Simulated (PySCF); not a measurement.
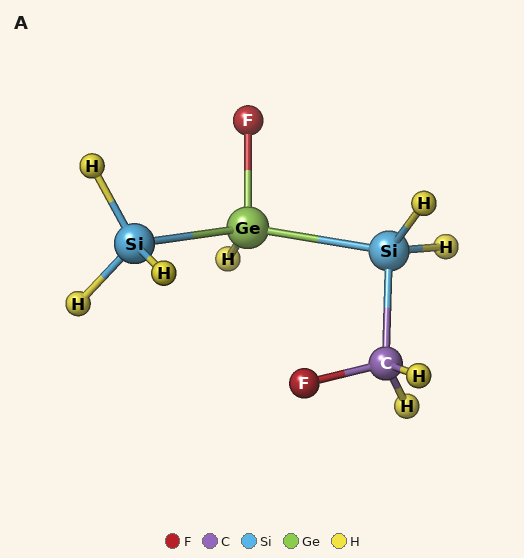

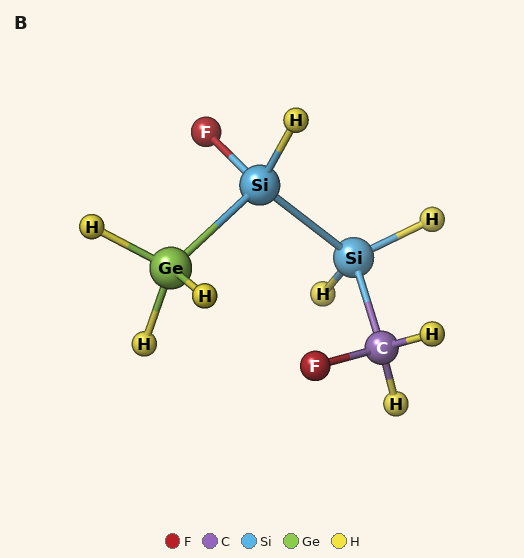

2 stationary structures of one formula. Geometries: GFN2-xTB. Electronic energies: CAM-B3LYP/def2-SVPD (PySCF 2.14.0), without zero-point energy. No frequency run is at hand to confirm each as a minimum. Each is one conformer, not always the lowest.

> Are they conformers, stereoisomers or constitutional isomers?

They are constitutional isomers of CH8F2GeSi2: A `FC[SiH2][Ge@H]([F])[SiH3]`, B `FC[SiH2][Si@@H](F)[GeH3]`.

> Rank them by energy, lowest first.

B is lowest; A lies 33.8 kJ/mol above it.

The geometry is semi-empirical. Around Ge, Si such bond lengths and angles can be off by a tenth of an ångström or more and by several degrees, and values that hang on the shape move with them.
